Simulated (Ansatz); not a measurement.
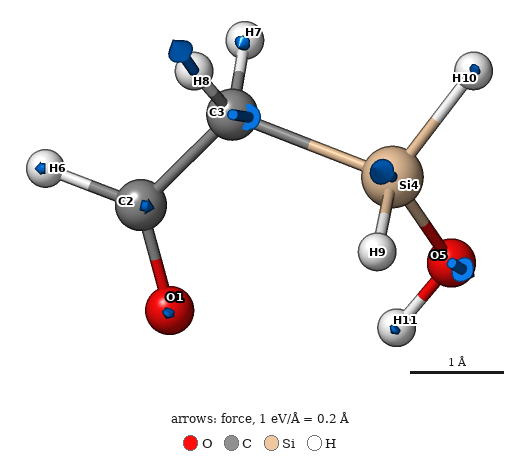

Starting geometry of C2H6O2Si (coarse preliminary run) with the computed forces as blue arrows. The picture is a ball-and-stick view, seen from a free direction.

The start comes from a force field.

These are results of Ansatz 0.2.0, RKS PBE-D4/def2-SVP, not measurements. (force threshold 0.03 eV/Å; at most 200 steps)

Is this structure relaxed? If not, where do the atoms go?

It isn't relaxed: the largest force vector, on C3, is 3.61 eV/Å. The final displacements have little in common with the starting forces (cosine between the two patterns 0.07). After 13 accepted moves (15 points after the start) the energy has fallen by 9.48 kcal/mol. The largest force component goes from 3.4 to 0.026 eV/Å. The line search rejected the trial steps at points 4, 11 of the run. The largest move after the best rigid fit is that of H6, 0.80 Å. Largest moves by element: H 0.80 Å, O 0.57 Å, Si 0.17 Å, C 0.13 Å. Some distances before and after: C3–H8 1.031 → 1.107 Å, Si4–O5 1.604 → 1.671 Å, C3–Si4 1.883 → 1.927 Å, C3–H7 1.146 → 1.112 Å. Among the angles between lasting bonds that change: C3–Si4–O5 115.9° → 105.7°, C2–C3–Si4 116.1° → 108.6°, Si4–O5–H11 114.0° → 109.0°. Groups turn about C2–C3 by about 50°, Si4–O5 by about 25°. Cost: 16 s on 4 threads of Arm Neoverse V2, on a shared host.
